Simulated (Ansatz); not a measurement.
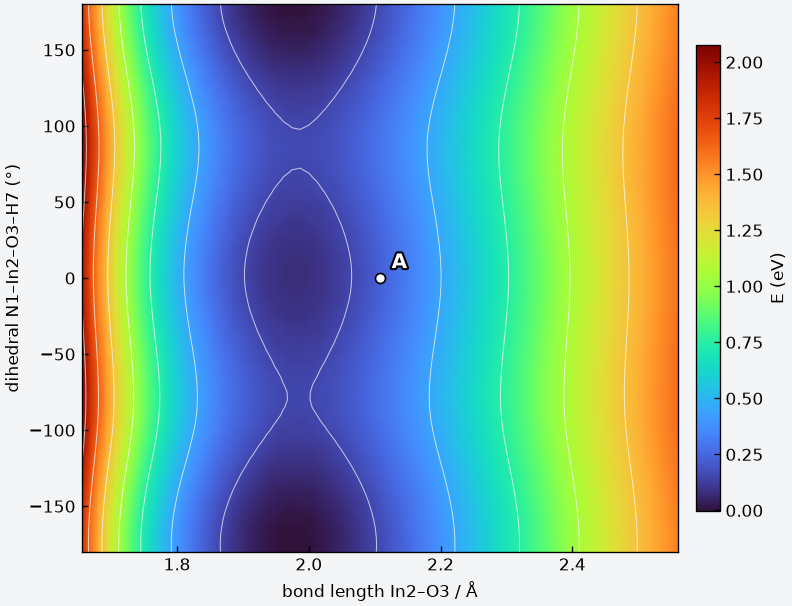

ClH3InNO, SMILES [NH2][In]([OH])[Cl]. 
- First axis: bond length In2–O3. Second axis: dihedral N1–In2–O3–H7.
- Nothing is relaxed (all other coordinates rigid).
- The scan uses a 7 × 8 grid.
- Points are written as (first, second).
- Energies: eV, counted from the relaxed molecule at the same level.
- These are results of Ansatz, RKS PBE0-D4/def2-TZVP, not measurements.

The picture shows a smooth colour map with a few white contour lines, the point A. Between grid points the surface is interpolated.

**Is A at rest? If not, where is it pushed?**

A, at (2.108 Å, 0°), is not a stationary point. The computed force is 2 eV for each Å towards smaller values of bond length In2–O3 and 6.3e−05 eV for each degree towards larger values of dihedral N1–In2–O3–H7.
